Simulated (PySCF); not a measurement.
# H₇NPSi₂−: NMR shifts and electronic excitations in gas and solvents

Aim: compute the NMR shifts and electronic excitations of H₇NPSi₂− (`[SiH3][N-][SiH2]P`), and see what a dielectric continuum does where one was used.

Programs: PySCF 2.14.0, with density-fitted response routines of our own. Each step states its level of theory. These are calculated values for one molecule, in the gas phase or a continuum, unless marked as measured. Atoms count from 0, in the outputs and in this text.

## 1. The starting structure

11 atoms, charge -1, multiplicity 1; geometry from: GFN2-xTB.

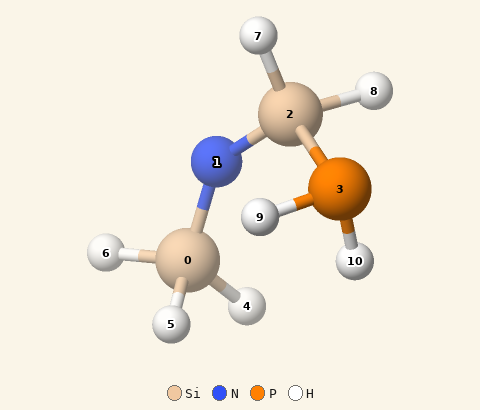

As it starts; silicon light orange, nitrogen blue, phosphorus orange, hydrogen white, atoms numbered; sticks join atoms by distance.

## 2. Geometry optimisation at PBE0-D3(BJ)/def2-SVP

The job: settings as JSON, then the geometry in Å.

```
{"job": {"xc": "PBE0", "basis": "def2-SVP", "d3": "d3bj", "grid": 1, "kind": "geom"}, "charge": -1, "multiplicity": 1}
Si    -1.772430    -0.545669     0.046233
N     -0.731986     0.657065     0.581073
Si     0.797462     1.220065     0.273082
P      2.350369    -0.333910    -0.405881
H     -2.302397    -0.404214    -1.342444
H     -1.287236    -1.956831     0.070442
H     -2.960760    -0.526932     0.935127
H      1.453557     1.766077     1.488140
H      1.010655     2.240096    -0.795141
H      1.924236    -1.271427     0.500857
H      1.523955    -0.841649    -1.377451
```

The program printed:

```text
step   0  E = -978.58734750  max force = 0.028016
step   1  E = -978.59388109  max force = 0.005689
step   2  E = -978.59441659  max force = 0.001656
step   3  E = -978.59448072  max force = 0.000548
step   4  E = -978.59454104  max force = 0.000992
step   5  E = -978.59459684  max force = 0.000956
step   6  E = -978.59463087  max force = 0.000596
step   7  E = -978.59464930  max force = 0.000219
step   8  E = -978.59465661  max force = 0.000278
optimisation converged
```

Wall time 32 s (1 thread, shared host).

Relaxation path:

```csv
step,energy from step 0 (eV),largest force component (eV/Å)
0,0.0000,1.4406
1,-0.1778,0.2925
2,-0.1924,0.0852
3,-0.1941,0.0282
4,-0.1957,0.0510
5,-0.1973,0.0492
6,-0.1982,0.0306
7,-0.1987,0.0113
8,-0.1989,0.0143
```

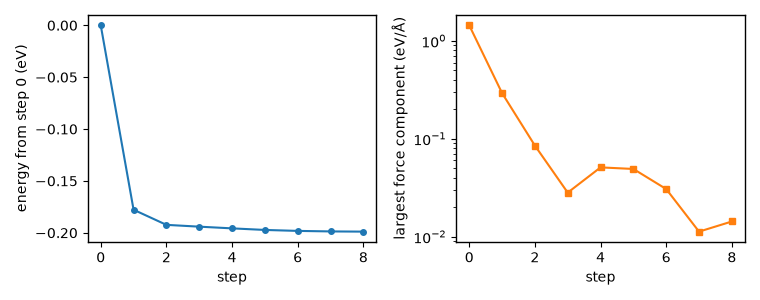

Energy and largest force along the relaxation.

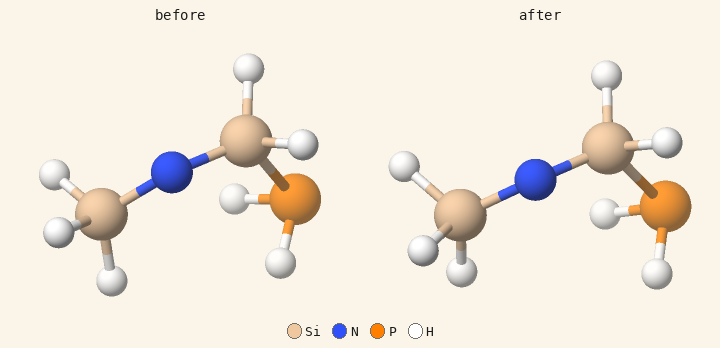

The geometry before (left) and after (right).

Close pairs (by a distance rule), those that changed most:

```csv
bond,before (Å),after (Å),change (Å)
P3–H9,1.372,1.432,+0.060
P3–H10,1.373,1.432,+0.059
Si0–H6,1.484,1.520,+0.036
Si0–H5,1.492,1.527,+0.035
Si0–H4,1.493,1.528,+0.035
Si2–H8,1.492,1.525,+0.032
Si2–H7,1.485,1.517,+0.032
Si2–P3,2.299,2.328,+0.028
```

The final coordinates are the input of the step that follows.

```csv
at the end point,value
point group (found at 0.08 Å tolerance),C1
"rotational constants (GHz, main isotopes)","6.506, 1.464, 1.248"
```

## 3. NMR shieldings: PBE0/pcSseg-1 in benzene

The job: settings as JSON, then the geometry in Å.

```
{"job": {"kind": "nmr", "xc": "PBE0", "basis": "pcSseg-1", "solvent": "benzene", "pop": true}, "charge": -1, "multiplicity": 1}
Si    -1.872397    -0.450194     0.066572
N     -0.697524     0.601602     0.577464
Si     0.813649     1.153046     0.234374
P      2.493279    -0.351030    -0.343736
H     -2.709901    -0.028505    -1.139697
H     -1.432337    -1.857890    -0.329845
H     -2.942301    -0.722328     1.112024
H      1.499992     1.865103     1.384312
H      0.980700     2.132582    -0.922145
H      2.161564    -1.306814     0.669974
H      1.713886    -1.031348    -1.334256
```

With the program's defaults for keys left out, this is: GIAO PBE0/pcSseg-1 NMR shielding, non-relativistic, IEF-PCM benzene.

The program printed:

```text
coarse grid: 10280 points
cycle   1  E = -978.7851657696  dE = -1.055e-01  |g| = 6.927e-01  |ddm| = 2.980e+00
cycle   2  E = -978.3987221050  dE =  3.864e-01  |g| = 1.376e+00  |ddm| = 3.145e+00
cycle   3  E = -978.9011000417  dE = -5.024e-01  |g| = 9.075e-02  |ddm| = 2.453e+00
cycle   4  E = -978.9030604876  dE = -1.960e-03  |g| = 3.896e-02  |ddm| = 1.687e-01
cycle   5  E = -978.9034836847  dE = -4.232e-04  |g| = 4.301e-03  |ddm| = 6.282e-02
cycle   6  E = -978.9034866508  dE = -2.966e-06  |g| = 5.143e-04  |ddm| = 5.636e-03
final grid: 84376 points
cycle   7  E = -978.9246034724  dE = -8.021e-06  |g| = 4.552e-03  |ddm| = 1.805e-02
cycle   8  E = -978.9245924694  dE =  1.100e-05  |g| = 8.290e-03  |ddm| = 1.331e-02
cycle   9  E = -978.9246080681  dE = -1.560e-05  |g| = 5.081e-04  |ddm| = 8.997e-03
cycle  10  E = -978.9246081225  dE = -5.446e-08  |g| = 1.137e-04  |ddm| = 7.785e-04
cycle  11  E = -978.9246081255  dE = -2.996e-09  |g| = 1.606e-05  |ddm| = 1.616e-04
cycle  12  E = -978.9246081256  dE = -7.208e-11  |g| = 6.252e-06  |ddm| = 3.222e-05
converged SCF energy = -978.9246081256

GIAO shielding tensors (ppm)
atom      isotropic    diamagn.    paramagn.     s11        s22        s33       span
  0 Si     442.936     878.199    -435.263    382.871    397.282    548.654    165.783
  1 N      232.576     327.503     -94.927    115.178    274.076    308.475    193.298
  2 Si     428.484     877.930    -449.447    347.147    387.925    550.379    203.232
  3 P      559.059     968.699    -409.641    488.589    586.409    602.178    113.588
  4 H       26.199      28.774      -2.576     22.868     23.816     31.912      9.044
  5 H       26.151      29.798      -3.647     22.663     24.691     31.099      8.436
  6 H       26.410      28.626      -2.216     23.089     24.193     31.948      8.859
  7 H       26.033      28.514      -2.481     21.668     24.999     31.431      9.763
  8 H       25.768      28.602      -2.834     21.514     24.656     31.134      9.620
  9 H       29.863      31.586      -1.723     26.430     26.870     36.287      9.857
 10 H       29.654      32.019      -2.364     26.012     27.035     35.915      9.903
```

It took 9.3 s on 1 thread, shared host.

The references, computed at this level on geometries of the same kind, shield at (ppm): ¹H TMS 31.25, ²⁹Si TMS 351.9, ¹⁵N NH3 267.0, ³¹P PH3 584.8. Their shielding less the atom's gives the shift. The references are single molecules in the same continuum, so shifts against H2O, NH3, PH3, H3PO4 or CFCl3 are not on the usual liquid scales and can be off by tens of ppm. Atoms listed in one row are averaged.

```csv
atoms,environment,σ (ppm),δ (ppm)
"H7, H8","hydrogen on a silicon bonded to N, P",25.90,5.35
"H4, H5, H6",hydrogen on a silicon bonded to N,26.25,5.00
"H9, H10",hydrogen on a phosphorus bonded to Si,29.76,1.50
Si2,"silicon bonded to N, P, 2 H",428.5,-76.6
Si0,"silicon bonded to N, 3 H",442.9,-91.0
N1,nitrogen bonded to 2 Si,232.6,34.5
P3,"phosphorus bonded to Si, 2 H",559.1,25.8
```

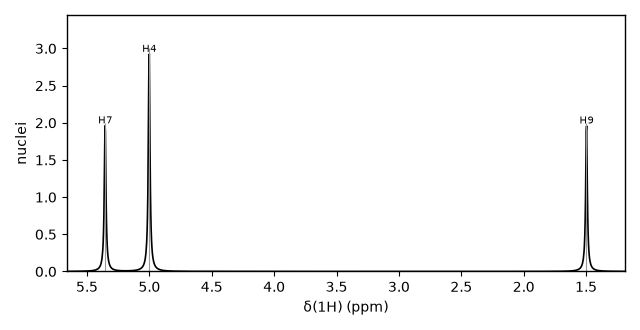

¹H lines at the computed shifts, without couplings. Lines are broadened to a width of 0.02 ppm (Lorentzian).

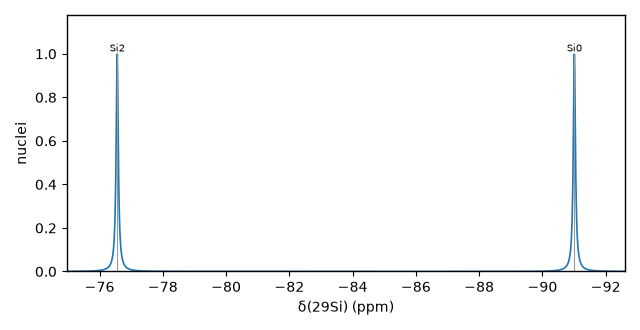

²⁹Si lines at the computed shifts, without couplings. Lines are broadened to a width of 0.08 ppm (Lorentzian).

Charges from the same density, by scheme (e):

```csv
atoms,Mulliken,IAO,Hirshfeld,ESP fit
Si0,0.59,0.71,0.21,0.82
N1,-0.87,-1.10,-0.51,-1.14
Si2,0.57,0.71,0.20,1.06
P3,-0.40,-0.26,-0.14,-0.65
```

ESP fit charges:

```csv
atom,value (e)
Si0,0.82
N1,-1.14
Si2,1.06
P3,-0.65
H4,-0.26
H5,-0.28
H6,-0.24
H7,-0.27
H8,-0.29
H9,0.12
H10,0.13
```

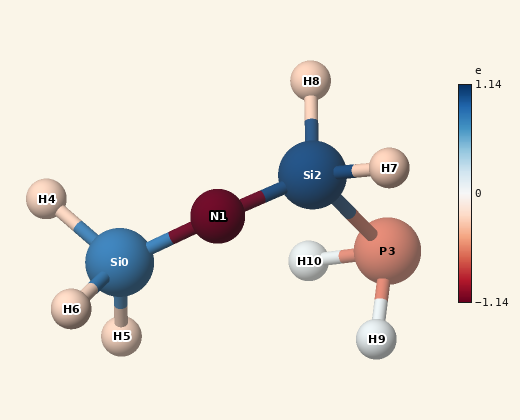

ESP fit charges, as colours on the atoms.

Mayer bond orders: Si0–N1 1.32, N1–Si2 1.42, Si2–P3 0.82.

## 4. Excited states and response: wB97X-D/def2-SVPD

Settings changed since step 3:

```diff
@@ -1,2 +1,2 @@
-{"job": {"kind": "nmr", "xc": "PBE0", "basis": "pcSseg-1", "solvent": "benzene", "pop": true}, "charge": -1, "multiplicity": 1}
+{"job": {"kind": "uv", "xc": "wB97X-D", "basis": "def2-SVPD", "dynamic": true, "nstates": 6, "ntriplets": 0}, "charge": -1, "multiplicity": 1}
 Si    -1.872397    -0.450194     0.066572
```

Method: TDDFT wB97X-D/def2-SVPD, vertical, gas phase, core orbitals frozen in the response.

The program printed:

```text
coarse grid: 10280 points
cycle   1  E = -978.7755803490  dE = -1.635e-01  |g| = 6.777e-01  |ddm| = 3.497e+00
cycle   2  E = -978.6711601007  dE =  1.044e-01  |g| = 9.560e-01  |ddm| = 1.985e+00
cycle   3  E = -978.8957625900  dE = -2.246e-01  |g| = 4.409e-02  |ddm| = 1.115e+00
cycle   4  E = -978.8965317883  dE = -7.692e-04  |g| = 1.787e-02  |ddm| = 1.910e-01
cycle   5  E = -978.8966619987  dE = -1.302e-04  |g| = 3.005e-03  |ddm| = 6.290e-02
cycle   6  E = -978.8966695587  dE = -7.560e-06  |g| = 5.397e-04  |ddm| = 2.505e-02
final grid: 84376 points
cycle   7  E = -979.0168792577  dE = -3.893e-05  |g| = 6.079e-03  |ddm| = 8.929e-02
cycle   8  E = -979.0168751616  dE =  4.096e-06  |g| = 7.613e-03  |ddm| = 1.722e-02
cycle   9  E = -979.0168879024  dE = -1.274e-05  |g| = 5.317e-04  |ddm| = 8.225e-03
cycle  10  E = -979.0168880177  dE = -1.154e-07  |g| = 1.747e-04  |ddm| = 2.372e-03
cycle  11  E = -979.0168880350  dE = -1.726e-08  |g| = 3.418e-05  |ddm| = 1.040e-03
cycle  12  E = -979.0168880363  dE = -1.339e-09  |g| = 1.202e-05  |ddm| = 3.367e-04
cycle  13  E = -979.0168880365  dE = -1.598e-10  |g| = 3.405e-06  |ddm| = 1.158e-04
converged SCF energy = -979.0168880365

Static polarisability (au): isotropic 108.243, principal 89.833 104.972 129.925

Singlet excitations
state   eV       nm        f      main configurations
  1   5.1723    239.7   0.01671   H->L 0.82
  2   5.4109    229.1   0.00545   H-1->L 0.71, H-1->L+4 0.18
  3   5.5817    222.1   0.00785   H->L+3 0.73
  4   5.6948    217.7   0.05221   H->L+4 0.73
  5   5.7647    215.1   0.07424   H->L+1 0.51, H->L+2 0.14, H-1->L+1 0.08
  6   5.9246    209.3   0.05520   H-1->L+4 0.39, H->L+1 0.19, H-1->L+2 0.18
```

It took 14 s on 1 thread, shared host.

Frontier orbitals and where they lie:

```
orbital     eV                        atoms
 HOMO−3  -6.36   P3 33 %, Si2 20 %, H7 10 %
 HOMO−2  -5.54   P3 48 %, Si2 13 %, N1 11 %
 HOMO−1  -3.80  N1 54 %, Si2 13 %, Si0 13 %
   HOMO  -3.53   N1 48 %, P3 19 %, Si0 11 %
   LUMO   5.63  Si0 27 %, Si2 23 %, P3 18 %
 LUMO+1   6.00  Si2 24 %, Si0 22 %, P3 16 %
 LUMO+2   6.26   P3 26 %, Si0 23 %, Si2 8 %
```

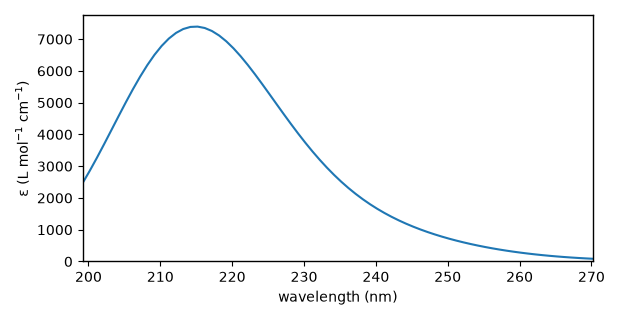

Absorption spectrum: each of the 6 states is a Gaussian band of 0.4 eV half-width at 1/e. Beyond the last state computed it falls off for lack of states.

Further results of this job:

```csv
property,computed
polarisability (Å³),16.04
HOMO–LUMO gap (eV),9.16
−ε(HOMO) (eV),3.53
C6 with itself (au),3520
```

## 5. Ultraviolet spectrum: wB97X-D/def2-SVPD in benzene

Settings changed since step 4:

```diff
@@ -1,2 +1,2 @@
-{"job": {"kind": "uv", "xc": "wB97X-D", "basis": "def2-SVPD", "dynamic": true, "nstates": 6, "ntriplets": 0}, "charge": -1, "multiplicity": 1}
+{"job": {"kind": "uv", "xc": "wB97X-D", "basis": "def2-SVPD", "solvent": "benzene", "nstates": 6, "ntriplets": 0}, "charge": -1, "multiplicity": 1}
 Si    -1.872397    -0.450194     0.066572
```

With the program's defaults for keys left out, this is: TDDFT wB97X-D/def2-SVPD, vertical, IEF-PCM benzene (non-equilibrium linear response), core orbitals frozen in the response.

The program printed:

```text
coarse grid: 10280 points
cycle   1  E = -978.8226691257  dE = -2.103e-01  |g| = 6.677e-01  |ddm| = 3.498e+00
cycle   2  E = -978.7360334029  dE =  8.664e-02  |g| = 9.110e-01  |ddm| = 2.023e+00
cycle   3  E = -978.9372920426  dE = -2.013e-01  |g| = 4.025e-02  |ddm| = 1.071e+00
cycle   4  E = -978.9379818132  dE = -6.898e-04  |g| = 1.512e-02  |ddm| = 1.882e-01
cycle   5  E = -978.9380768665  dE = -9.505e-05  |g| = 2.804e-03  |ddm| = 5.851e-02
cycle   6  E = -978.9380834633  dE = -6.597e-06  |g| = 5.589e-04  |ddm| = 2.364e-02
final grid: 84376 points
cycle   7  E = -979.0582790154  dE = -3.997e-05  |g| = 6.042e-03  |ddm| = 8.936e-02
cycle   8  E = -979.0582753539  dE =  3.661e-06  |g| = 7.465e-03  |ddm| = 1.726e-02
cycle   9  E = -979.0582875837  dE = -1.223e-05  |g| = 5.010e-04  |ddm| = 8.443e-03
cycle  10  E = -979.0582876920  dE = -1.083e-07  |g| = 1.591e-04  |ddm| = 2.309e-03
cycle  11  E = -979.0582877075  dE = -1.548e-08  |g| = 3.269e-05  |ddm| = 1.017e-03
cycle  12  E = -979.0582877088  dE = -1.271e-09  |g| = 1.090e-05  |ddm| = 3.326e-04
cycle  13  E = -979.0582877089  dE = -1.398e-10  |g| = 3.001e-06  |ddm| = 1.145e-04
converged SCF energy = -979.0582877089

Static polarisability (au): isotropic 124.516, principal 104.313 121.900 147.334

Singlet excitations
state   eV       nm        f      main configurations
  1   5.3229    232.9   0.03096   H->L 0.75, H->L+2 0.14
  2   5.5590    223.0   0.01247   H-1->L 0.64, H-1->L+2 0.18
  3   5.7103    217.1   0.01105   H->L+3 0.69, H-2->L+3 0.08
  4   5.7997    213.8   0.13799   H->L+2 0.36, H->L+1 0.17, H->L+4 0.15
  5   5.9283    209.1   0.16569   H->L+1 0.49, H->L+4 0.32
  6   6.0911    203.5   0.11320   H-1->L+2 0.34, H-1->L+1 0.24, H-1->L 0.21
```

Run time: 12 s. Hardware: 1 thread, shared host.

This run: HOMO -5.78 eV, LUMO 3.65 eV; lowest singlet 5.32 eV.

## 6. Run by run: electronic excitations

Excitations and ground-state properties, with basis size and wall time:

| run | lowest singlet (eV) | brightest (eV) | f | gap (eV) | α (Å³) | functions | time |
| --- | --- | --- | --- | --- | --- | --- | --- |
| wB97X-D/def2-SVPD | 5.17 | 5.76 | 0.074 | 9.16 | 16.04 | 148 | 14 s |
| wB97X-D/def2-SVPD in benzene | 5.32 | 5.93 | 0.166 | 9.43 | 18.45 | 148 | 12 s |

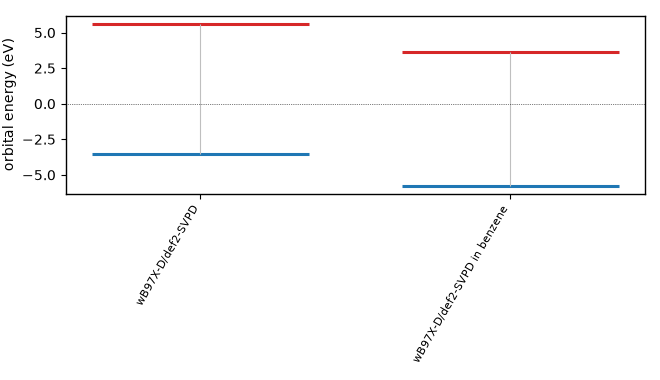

HOMO (blue) and LUMO (red) run by run.

## 7. Results

```
                                                                       quantity                        value
                                                                    point group                           C1
                                           rotational constants (main isotopes)         6.51, 1.46, 1.25 GHz
¹H shifts against TMS (PBE0/pcSseg-1, benzene, means over atoms taken as alike)         5.35, 5.00, 1.50 ppm
                               ²⁹Si shifts against TMS (PBE0/pcSseg-1, benzene)             -76.6, -91.0 ppm
                                ¹⁵N shifts against NH3 (PBE0/pcSseg-1, benzene)                     34.5 ppm
                                ³¹P shifts against PH3 (PBE0/pcSseg-1, benzene)                     25.8 ppm
                                             lowest singlet (wB97X-D/def2-SVPD)  5.17 eV (240 nm), f = 0.017
                                       brightest single state of those computed  state 5, 5.76 eV, f = 0.074
                                                    range of the lowest singlet              5.17 to 5.32 eV
```

**Reading.** Over 8 steps the energy fell by 0.199 eV; of the close pairs, P3–H9 changed most, 1.372 to 1.432 Å. The first singlet state (HOMO→LUMO 0.82) lies at 5.17 eV and is weak; of the 6 states computed, the strongest absorption comes from state 5 at 5.76 eV (the last state computed is bright too, and its partners may lie past the list). The lowest singlet lies above −ε(HOMO); no detachment energy was computed, so the anion's states may not be bound. The lowest singlet runs from 5.17 eV (wB97X-D/def2-SVPD) to 5.32 eV (wB97X-D/def2-SVPD in benzene), while the orbital gap spans 9.16 to 9.43 eV. The lowest state need not be the same one in every run.
